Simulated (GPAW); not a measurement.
# revPBE/real-space grid (scalar-relativistic datasets) run of InH2OF (SMILES [OH][InH][F])

Wanted: ionisation energies of InH2OF. The job is set up through an ASE script.

The calculation is run with GPAW 26.7.0.

4 further runs of the same task are left out: 2 that didn't finish, 2 set aside as unsound or not needed.

**1. The structure to begin with**

InH2OF: 5 atoms, total charge 0, spin state singlet. SMILES: `[OH][InH][F]`. The coordinates come from a PBE0-D4/def2-TZVP relaxation. This is a higher conformer, about 10 kJ/mol above the lowest found by a separate search.

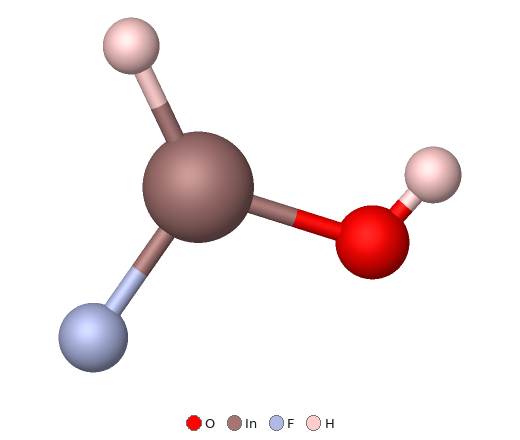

Viewed from a chosen angle; oxygen red, indium brown, fluorine light blue, hydrogen pink.

**2. Ionisation energies at revPBE/real-space grid (scalar-relativistic datasets)**

calc.py reads:

```python
import numpy as np
from ase import Atoms
from ase.units import Bohr
from gpaw import GPAW

# Set up the molecule
positions_bohr = np.array(
              [[ -2.417905,  -0.653656,  -1.091128],
               [  0.907258,   0.080313,   0.396842],
               [  2.241026,  -3.126930,   1.590205],
               [ -3.260156,   0.812204,  -1.749319],
               [  2.623885,   2.748985,   0.775166]])
atoms = Atoms("OInFHH", positions=positions_bohr * Bohr)
atoms.center(vacuum=4.5)

energies = {}
for name, charge, unpaired in [("neutral", 0, 0), ("oxidised", 1, 1)]:
    atoms.set_initial_magnetic_moments([unpaired / len(atoms)] * len(atoms))
    calc = GPAW(mode="fd",
                h=0.18,
                xc="revPBE",
                charge=charge,
                occupations={"name": "fermi-dirac", "width": 0.0, "fixmagmom": unpaired > 0},
                maxiter=100,
                symmetry="off",
                txt="-")
    atoms.calc = calc
    energies[name] = atoms.get_potential_energy()
    print(f'{name:10} {energies[name]:12.5f} eV')

ip = energies["oxidised"] - energies["neutral"]
print(f"Vertical IP: {ip:.3f} eV")
```

Started as:

```console
python3 calc.py
```

Standard output:

```text
[...]
Number of symmetries: 1
[...]
  Number of IBZ points: 1
[...]
Spin-components: 1 (collinear spins)
Bands:           19
[...]
  Valence electrons: 28.0
[...]
  Grid points: [68 68 60]
  Charge: 0.0  # |e|
[...]
    cutoffs:
[...]
occupation numbers:
  # Zero width
[...]
xc functional:
  name: revPBE with 2 nearest neighbor stencil
[...]
|iter     |     time |      energy | eigst |  dens |
[...]
|iter:   1| 00:00:13 |  -24.125779 | +0.69 |       |
[...]
Converged in 15 steps
[...]
dipole moment: (-0.034607, 0.810145, -0.154785)  # |e|*Ang
Fermi level: -4.784
[...]
|iter:  56| 00:12:54 |   -9.537085c| -7.46c| -5.07c|  +1.0000|
Converged in 56 steps
[...]
Energy contributions relative to reference atoms: (reference = -164765.297183)
Energy contributions:
  Kinetic:          32.367903
  Coulomb:         -30.796973
  Zero:              0.732586
  External:          0.000000
  Xc:              -11.840601
  Entropy:           0.000000
  Spinorbit:         0.000000
  ----------------------------
  Free energy:      -9.537085
  Extrapolated:     -9.537085
[...]
Total magnetic moment: (0.000000, 0.000000, 1.000000)
Local magnetic moments
|        x |        y |         z |
|----------|----------|-----------|
| 0.000000 | 0.000000 |  0.287455 |  # O    0
| 0.000000 | 0.000000 |  0.028222 |  # In   1
| 0.000000 | 0.000000 |  0.194897 |  # F    2
| 0.000000 | 0.000000 | -0.002239 |  # H    3
| 0.000000 | 0.000000 |  0.072448 |  # H    4
Fermi levels: -11.476, -14.282
Eigenvalues  # (at kpt = [0.000, 0.000, 0.000])
| band index |      eig [eV] | occ [0-1] |      eig [eV] | occ [0-1] |
|------------|---------------|-----------|---------------|-----------|
|          0 |       -34.679 |     1.000 |       -34.238 |     1.000 |
|        ... |               |           |               |           |
|          6 |       -26.213 |     1.000 |       -26.160 |     1.000 |
|          7 |       -19.171 |     1.000 |       -18.932 |     1.000 |
|          8 |       -17.500 |     1.000 |       -16.992 |     1.000 |
|          9 |       -16.198 |     1.000 |       -15.378 |     1.000 |
|         10 |       -15.617 |     1.000 |       -15.050 |     1.000 |
|         11 |       -15.340 |     1.000 |       -14.988 |     1.000 |
|         12 |       -15.239 |     1.000 |       -14.398 |     1.000 |
|         13 |       -14.808 |     1.000 |       -14.165 |     0.000 |
|         14 |        -8.787 |     0.000 |        -8.407 |     0.000 |
|         15 |        -7.913 |     0.000 |        -7.864 |     0.000 |
[...]
Gap: 5.378 eV
Transition (v -> c):
  (s=1, k=0, n=13, [0.00, 0.00, 0.00]) -> (s=0, k=0, n=14, [0.00, 0.00, 0.00])
No difference between direct/indirect transitions
vacuum-level: 0.000  # V
oxidised       -9.53709 eV
Vertical IP: 10.812 eV
```

Run time: 13 min. Hardware: 1 thread of Intel Xeon at 2.50GHz (Skylake/Cascade Lake), shared host; peak memory 1.4 GiB.

**3. Outcome**

At revPBE/real-space grid (scalar-relativistic datasets):

| quantity | value |
| --- | --- |
| first ionisation energy | 10.81 eV |
